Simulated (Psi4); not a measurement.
**HBS (hydrogen boron sulfide): PBE/cc-pVTZ (ints tolerance 1e-10, sweep point 5)**

What is the vertical singlet–triplet gap of HBS (hydrogen boron sulfide) at PBE/cc-pVTZ (ints tolerance 1e-10, sweep point 5)? 

Program for the calculation: Psi4 1.11.

4 further runs of the same task are left out: 4 set aside as unsound or not needed.

**1. The structure to begin with**

The species is HBS (3 atoms), meant as a singlet with charge 0. As SMILES, `B=S`. Geometry: relaxed at GFN2-xTB.

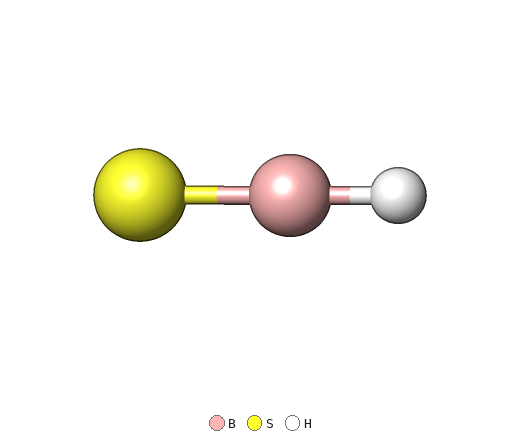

Viewed from a chosen angle; boron pink, sulfur yellow, hydrogen white.

**2. A single-point energy at PBE/cc-pVTZ (ints tolerance 1e-10, sweep point 5)**

Contents of bhs.dat:

```
memory 1.6 GB

molecule {
  0 1
  B     -0.041030    -0.016100     0.142540
  S      0.395320     0.146510    -1.379660
  H     -0.354300    -0.130410     1.237110
  symmetry c1
}

set puream true
set scf_type direct
set dft_radial_points 99
set dft_spherical_points 590
set ints_tolerance 1e-10
set maxiter 60

e = energy("pbe/cc-pVTZ")
print_variables()
```

Launch:

```sh
psi4 -i bhs.dat -o bhs.out -n 1
```

bhs.out:

```text
[...]
  Running in c1 symmetry.
[...]
  Nuclear repulsion =   32.001458659151062
[...]
  Multiplicity = 1
[...]
  Nalpha       = 11
  Nbeta        = 11
[...]
    Number of basis functions: 78
[...]
   @DF-RKS iter   1:  -423.28300899434811   -1.73024e-01   6.90421e-03 ADIIS/DIIS
[...]
   @RKS iter  10:  -423.45813042393070   -7.24833e-09   1.60026e-07 DIIS
[...]
    Orbital Energies [Eh]
    ---------------------
    Doubly Occupied:
       1A    -88.081344     2A     -7.682741     3A     -6.559668
       4A     -5.701463     5A     -5.701463     6A     -5.701108
       7A     -0.667314     8A     -0.437501     9A     -0.343234
      10A     -0.272741    11A     -0.272741
[...]
  @RKS Final Energy:  -423.45813042393070
   => Energetics <=
    Nuclear Repulsion Energy =             32.0014586591510621
    One-Electron Energy =                -646.9099825936198158
    Two-Electron Energy =                 221.3008990723913882
    DFT Exchange-Correlation Energy =     -29.8505055618533142
    Empirical Dispersion Energy =           0.0000000000000000
    VV10 Nonlocal Energy =                  0.0000000000000000
    Total Energy =                       -423.4581304239306974
[...]
 Multipole Moments:
 ------------------------------------------------------------------------------------
     Multipole            Electronic (a.u.)      Nuclear  (a.u.)        Total (a.u.)
 ------------------------------------------------------------------------------------
 L = 1.  Multiply by 2.5417464519 to convert [e a0] to [Debye]
 Dipole X            :          0.5595139           -1.0368395           -0.4773255
 Dipole Y            :          0.0560407           -0.1057839           -0.0497432
 Dipole Z            :         -0.0000000            0.0000000           -0.0000000
 Magnitude           :                                                    0.4799105
[...]
```

It took 7.2 s on 1 thread of Intel Xeon 6975P-C (Granite Rapids), shared host; peak memory 0.69 GiB.

**3. The triplet at the same level**

Contents of input.in:

```
memory 1600 MB

molecule mol {
  0 3
  B     -0.041030    -0.016100     0.142540
  S      0.395320     0.146510    -1.379660
  H     -0.354300    -0.130410     1.237110
  symmetry c1
}

set {
  basis cc-pVTZ
  reference uks
  puream true
  scf_type direct
  dft_radial_points 99
  dft_spherical_points 590
  ints_tolerance 1e-10
  maxiter 150
}

E = energy('pbe')
```

Launch:

```sh
psi4 -i input.in -o input.out -n 1
```

input.out:

```text
[...]
  Running in c1 symmetry.
[...]
  Nuclear repulsion =   32.001458659151062
[...]
  Multiplicity = 3
[...]
  Nalpha       = 12
  Nbeta        = 10
[...]
    Number of basis functions: 78
[...]
   @DF-UKS iter   1:  -423.10229535453476    7.68952e-03   6.89442e-03 DIIS/ADIIS
[...]
   @UKS iter  11:  -423.28766909751113   -1.93073e-08   3.23245e-07 DIIS
[...]
   @S^2 Observed:                2.007982683E+00
[...]
    Orbital Energies [Eh]
    ---------------------
    Alpha Occupied:
       1A    -88.137053     2A     -7.736735     3A     -6.528315
       4A     -5.765065     5A     -5.752383     6A     -5.751427
       7A     -0.724708     8A     -0.430004     9A     -0.361035
      10A     -0.343893    11A     -0.306499    12A     -0.111746
    Alpha Virtual:
      13A     -0.080764    14A      0.024217    15A      0.094806
      16A      0.128984    17A      0.132484    18A      0.148164
      19A      0.149950    20A      0.223958    21A      0.226809
      22A      0.257352    23A      0.278513    24A      0.319669
      25A      0.320676    26A      0.340505    27A      0.421663
[...]
  @UKS Final Energy:  -423.28766909751113
   => Energetics <=
    Nuclear Repulsion Energy =             32.0014586591510621
    One-Electron Energy =                -646.0831918740789206
    Two-Electron Energy =                 220.6717396795287982
    DFT Exchange-Correlation Energy =     -29.8776755621120422
    Empirical Dispersion Energy =           0.0000000000000000
    VV10 Nonlocal Energy =                  0.0000000000000000
    Total Energy =                       -423.2876690975111273
[...]
 Multipole Moments:
 ------------------------------------------------------------------------------------
     Multipole            Electronic (a.u.)      Nuclear  (a.u.)        Total (a.u.)
 ------------------------------------------------------------------------------------
 L = 1.  Multiply by 2.5417464519 to convert [e a0] to [Debye]
 Dipole X            :          1.2747014           -1.0368395            0.2378619
 Dipole Y            :          0.1317055           -0.1057839            0.0259216
 Dipole Z            :         -0.0000000            0.0000000           -0.0000000
 Magnitude           :                                                    0.2392701
[...]
```

Run time: 10 s. Hardware: 1 thread of Intel Xeon 6975P-C (Granite Rapids), shared host; peak memory 0.69 GiB.

**4. Outcome**

At PBE/cc-pVTZ (ints tolerance 1e-10, sweep point 5):

```
                                        quantity          value
                           singlet: total energy  -423.45813 Eh
                          singlet: dipole moment         1.22 D
                            singlet: HOMO energy       -7.42 eV
                            singlet: LUMO energy       -2.07 eV
                          singlet: HOMO–LUMO gap        5.35 eV
                           triplet: total energy  -423.28767 Eh
                          triplet: dipole moment         0.61 D
     triplet: HOMO energy (highest over α and β)       -3.04 eV
                                   triplet: ⟨S²⟩          2.008
vertical energy of the triplet above the singlet       4.638 eV
```

In words: At this shape the triplet lies 4.64 eV (107 kcal/mol) above the singlet.
